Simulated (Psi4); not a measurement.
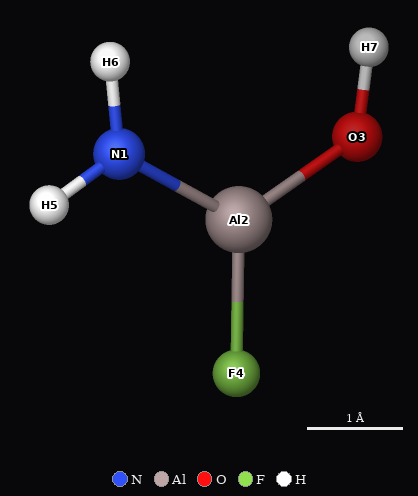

The structure as given in the input (ball-and-stick view, seen at a tilt; atoms are numbered from 1 in the order of the input). Sticks mark near contacts. Bond lengths as drawn: Al–F 1.64 Å, Al–N 1.76 Å, Al–O 1.69 Å, H–N 1.01 Å and H–O 0.95 Å.

## Energy and gradient calculation, with input and output: AlNH₃OF (charge +1) (part 1 of 2)

The run: energy and gradient calculation of AlNH₃OF, charge +1, multiplicity 2. Method and program: B3LYP/6-31G*, UKS (Psi4 1.11).

The geometry is that of the parent species in another charge or spin state. The geometry comes from this level: PBE0-D4/def2-TZVP.

## The input (run.py)
```python
import psi4

psi4.set_memory(2200000000)
psi4.set_num_threads(1)
psi4.core.set_output_file('alfh3no.out', False)

mol = psi4.geometry("""
1 2
N
Al 1 1.755022
O 2 1.685314 1 124.92847
F 2 1.644151 3 116.99674 1 -179.99075
H 1 1.006467 2 123.70293 4 -0.02469
H 1 1.005602 5 110.5708 2 179.98801
H 3 0.954141 2 124.9467 4 179.92136
symmetry c1
""")

options = {'basis': '6-31G*', 'reference': 'uks', 'puream': False, 'e_convergence': 1e-09, 'd_convergence': 1e-08, 'scf_type': 'pk', 'dft_radial_points': 99, 'dft_spherical_points': 590, 'maxiter': 100}
psi4.set_options(options)

E, wfn = psi4.gradient('b3lyp', return_wfn=True)
psi4.oeprop(wfn, 'WIBERG_LOWDIN_INDICES', 'QUADRUPOLE', 'DIPOLE')
print('gradient / Eh bohr^-1')
print(E.np.round(6))
print(f'energy = {wfn.energy():.10f} Eh')
```

Machine: 1 thread of Intel Xeon (Sapphire Rapids), 32 GiB of memory available, shared host.

Command:
```bash
python run.py
```

## Output
```
gradient() will perform analytic gradient computation.

   => Loading Basis Set <=

    Name: 6-31G*
    Role: ORBITAL
    Keyword: BASIS

         ---------------------------------------------------------
                                   SCF
                              UKS Reference
                        1 Threads,   2098 MiB Core
         ---------------------------------------------------------

  ==> Geometry <==

    Molecular point group: c1
    Full point group: C1

    Geometry (in Angstrom), charge = 1, multiplicity = 2:

       Center              X                  Y                   Z               Mass
    ------------   -----------------  -----------------  -----------------  -----------------
         N           -0.000038987261    -0.040325161893    -1.774114219984    14.003074004430
         AL          -0.000038987261    -0.040325161893    -0.019092219984    26.981538530000
         O           -0.000038987261    -1.422059300838     0.945839926785    15.994914619570
         F            0.000197525334     1.410365196179     0.754684194662    18.998403162730
         H           -0.000263290836     0.796980619198    -2.332589645342     1.007825032230
         H           -0.000017313342    -0.856688855619    -2.361298774873     1.007825032230
         H           -0.001238697453    -2.317944918269     0.617552599802     1.007825032230

  Running in c1 symmetry.

  Rotational constants: A =      0.22055  B =      0.20745  C =      0.10690 [cm^-1]
  Rotational constants: A =   6611.77948  B =   6219.08886  C =   3204.71255 [MHz]
  Nuclear repulsion =  160.681148246364216

  Charge       = 1
  Multiplicity = 2
  Electrons    = 39
  Nalpha       = 20
  Nbeta        = 19

  ==> Algorithm <==

  SCF Algorithm Type is PK.
  DIIS enabled.
  MOM disabled.
  Fractional occupation disabled.
  Guess Type is SAD.
  Energy threshold   = 1.00e-09
  Density threshold  = 1.00e-08
  Integral threshold = 1.00e-12

  ==> Primary Basis <==

  Basis Set: 6-31G*
    Blend: 6-31G*
    Number of shells: 32
    Number of basis functions: 70
    Number of Cartesian functions: 70
    Spherical Harmonics?: false
    Max angular momentum: 2

  ==> DFT Potential <==

   => LibXC <=

    Version 7.1.2

   => Composite Functional: B3LYP <=

    B3LYP Hyb-GGA Exchange-Correlation Functional

    Deriv               =              1
    GGA                 =           TRUE
    Meta                =          FALSE

    Exchange Hybrid     =           TRUE
    MP2 Hybrid          =          FALSE

   => Exchange Functionals <=

    0.0800   Slater exchange
    0.7200         Becke 88

   => Exact (HF) Exchange <=

    0.2000               HF

   => Correlation Functionals <=

    0.1900   Vosko, Wilk & Nusair (VWN5_RPA)
    0.8100   Lee, Yang & Parr

   => LibXC Density Thresholds  <==

    XC_HYB_GGA_XC_B3LYP:  1.00E-15

   => Molecular Quadrature <=

    Radial Scheme          =       TREUTLER
    Pruning Scheme         =           NONE
    Nuclear Scheme         =       TREUTLER

    Blocking Scheme        =         OCTREE
    BS radius alpha        =              1
    Pruning alpha          =              1
    Radial Points          =             99
    Spherical Points       =            590
    Total Points           =         391553
    Total Blocks           =           2833
    Max Points             =            256
    Max Functions          =             69
    Weights Tolerance      =       1.00E-15

  ==> Integral Setup <==

  Using in-core PK algorithm.
   Calculation information:
      Number of atoms:                   7
      Number of AO shells:              32
      Number of primitives:             84
      Number of atomic orbitals:        70
      Number of basis functions:        70

      Integral cutoff                 1.00e-12
      Number of threads:                 1

  Performing in-core PK
  Using 6177710 doubles for integral storage.
  We computed 127177 shell quartets total.
  Whereas there are 139656 unique shell quartets.

  ==> DiskJK: Disk-Based J/K Matrices <==

    J tasked:                  Yes
    K tasked:                  Yes
    wK tasked:                  No
    Memory [MiB]:              936
    Schwarz Cutoff:          1E-12

  Cached 100.0% of DFT collocation blocks in 0.623 [GiB].

  Minimum eigenvalue in the overlap matrix is 6.0793147617E-03.
  Reciprocal condition number of the overlap matrix is 1.0136040346E-03.
    Using symmetric orthogonalization.

  ==> Pre-Iterations <==

  SCF Guess: Superposition of Atomic Densities via on-the-fly atomic UHF (no occupation information).

   -------------------------
    Irrep   Nso     Nmo
   -------------------------
     A         70      70
   -------------------------
    Total      70      70
   -------------------------

  ==> Iterations <==

                        Total Energy        Delta E     RMS |[F,P]|

   @UKS iter SAD:  -473.32248379867599   -4.73322e+02   0.00000e+00
   @UKS iter   1:  -473.52382301505406   -2.01339e-01   1.29050e-02 ADIIS/DIIS
   @UKS iter   2:  -471.97575579168870    1.54807e+00   2.76946e-02 ADIIS/DIIS
   @UKS iter   3:  -473.74579281873781   -1.77004e+00   6.28673e-03 ADIIS/DIIS
   @UKS iter   4:  -473.75529322665062   -9.50041e-03   5.99919e-03 ADIIS/DIIS
   @UKS iter   5:  -473.83931071118855   -8.40175e-02   8.00622e-04 ADIIS/DIIS
   @UKS iter   6:  -473.84071940578139   -1.40869e-03   4.32517e-04 ADIIS/DIIS
   @UKS iter   7:  -473.84106054575147   -3.41140e-04   9.80001e-05 DIIS
   @UKS iter   8:  -473.84108946622837   -2.89205e-05   1.99645e-05 DIIS
   @UKS iter   9:  -473.84109040040909   -9.34181e-07   1.34227e-05 DIIS
   @UKS iter  10:  -473.84109085629086   -4.55882e-07   2.54307e-06 DIIS
   @UKS iter  11:  -473.84109087286032   -1.65695e-08   3.62481e-07 DIIS
   @UKS iter  12:  -473.84109087323424   -3.73916e-10   7.69932e-08 DIIS
   @UKS iter  13:  -473.84109087324936   -1.51203e-11   5.37232e-08 DIIS
   @UKS iter  14:  -473.84109087325470   -5.34328e-12   2.81528e-08 DIIS
   @UKS iter  15:  -473.84109087325663   -1.93268e-12   7.79808e-09 DIIS
  Energy and wave function converged.

  ==> Post-Iterations <==

   Electrons on quadrature grid:
      Nalpha   =   20.0000003062 ; deviation = 3.062e-07
      Nbeta    =   19.0000002766 ; deviation = 2.766e-07
      Ntotal   =   39.0000005828 ; deviation = 5.828e-07

   @Spin Contamination Metric:   8.299124274E-03
   @S^2 Expected:                7.500000000E-01
   @S^2 Observed:                7.582991243E-01
   @S   Expected:                5.000000000E-01
   @S   Observed:                5.000000000E-01

    Orbital Energies [Eh]
    ---------------------

    Alpha Occupied:

       1A    -56.307603     2A    -24.850233     3A    -19.387857
       4A    -14.690342     5A     -4.398132     6A     -2.954101
       7A     -2.950677     8A     -2.948602     9A     -1.322206
      10A     -1.219286    11A     -1.193829    12A     -0.818118
      13A     -0.769202    14A     -0.730974    15A     -0.655138
      16A     -0.622577    17A     -0.583818    18A     -0.577381
      19A     -0.572517    20A     -0.565384

    Alpha Virtual:

      21A     -0.242196    22A     -0.189164    23A     -0.147619
      24A     -0.137506    25A     -0.116114    26A     -0.064135
      27A     -0.028600    28A     -0.002644    29A      0.020176
      30A      0.115465    31A      0.128758    32A      0.277595
      33A      0.299091    34A      0.404896    35A      0.425540
      36A      0.451951    37A      0.507359    38A      0.592743
      39A      0.620848    40A      0.640924    41A      0.720720
      42A      0.726585    43A      0.742312    44A      0.787903
      45A      0.882729    46A      0.971988    47A      1.097171
      48A      1.111692    49A      1.116748    50A      1.219330
      51A      1.305667    52A      1.450090    53A      1.492723
      54A      1.543383    55A      1.629682    56A      1.644359
      57A      1.670843    58A      1.720908    59A      1.763924
      60A      1.846104    61A      1.850862    62A      1.942883
      63A      1.970937    64A      2.059461    65A      2.301226
      66A      2.333062    67A      2.482938    68A      3.332304
      69A      3.473904    70A      4.077917

    Beta Occupied:

       1A    -56.307839     2A    -24.850194     3A    -19.382342
       4A    -14.673923     5A     -4.398454     6A     -2.954624
       7A     -2.951004     8A     -2.948838     9A     -1.322018
      10A     -1.204640    11A     -1.148812    12A     -0.805624
      13A     -0.756911    14A     -0.723148    15A     -0.621833
      16A     -0.583158    17A     -0.576365    18A     -0.567086
      19A     -0.531414

    Beta Virtual:

      20A     -0.472947    21A     -0.238114    22A     -0.176595
      23A     -0.142676    24A     -0.136960    25A     -0.112455
      26A     -0.061807    27A     -0.024835    28A     -0.002306
      29A      0.022595    30A      0.116460    31A      0.131483
      32A      0.293936    33A      0.300151    34A      0.409328
      35A      0.451309    36A      0.483271    37A      0.508565
      38A      0.606519    39A      0.630316    40A      0.649989
      41A      0.727038    42A      0.731677    43A      0.761164
      44A      0.807599    45A      0.886544    46A      0.974766
      47A      1.101053    48A      1.114701    49A      1.117855
      50A      1.220955    51A      1.361187    52A      1.490066
      53A      1.493436    54A      1.565330    55A      1.636249
      56A      1.650769    57A      1.672620    58A      1.738261
      59A      1.773837    60A      1.847527    61A      1.868759
      62A      1.954576    63A      1.993493    64A      2.066857
      65A      2.309870    66A      2.337312    67A      2.483990
      68A      3.366347    69A      3.482517    70A      4.078153

    Final Occupation by Irrep:
              A
    DOCC [    19 ]
    SOCC [     1 ]
    NA   [    20 ]
    NB   [    19 ]

  @UKS Final Energy:  -473.84109087325663

   => Energetics <=

    Nuclear Repulsion Energy =            160.6811482463642164
    One-Electron Energy =                -967.2569244738292582
    Two-Electron Energy =                 369.5555466117893957
    DFT Exchange-Correlation Energy =     -36.8208612575810648
    Empirical Dispersion Energy =           0.0000000000000000
    VV10 Nonlocal Energy =                  0.0000000000000000
    Total Energy =                       -473.8410908732566327

  UHF NO Occupations:
  HONO-2 :   18  A 1.9993713
  HONO-1 :   19  A 1.9968774
  HONO-0 :   20  A 1.0000000
  LUNO+0 :   21  A 0.0031226
  LUNO+1 :   22  A 0.0006287
  LUNO+2 :   23  A 0.0001844
  LUNO+3 :   24  A 0.0001558

Computation Completed

Properties will be evaluated at   0.000000,   0.000000,   0.000000 [a0]

Properties computed using the SCF density matrix

 Multipole Moments:
```
